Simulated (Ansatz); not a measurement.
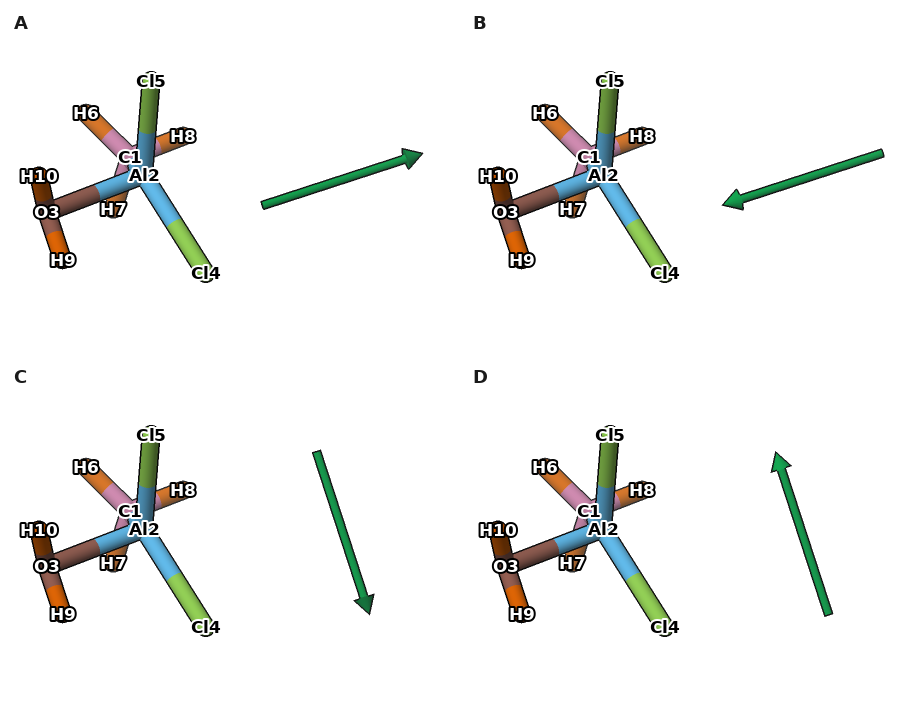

The same molecule four times, each with an arrow. The geometry was computed by an optimisation with PBE-D4/def2-SVP. No frequency run is at hand to confirm it as a minimum. Level of theory: RKS PBE-D4/def2-SVP (Ansatz 0.2.0).

Which arrow points along the dipole moment, from the negative to the positive end?

B. The dipole moment is 3.50 D; it points from the side of H8 to the side of O3, H9, H10 (the outermost atoms at the two ends).
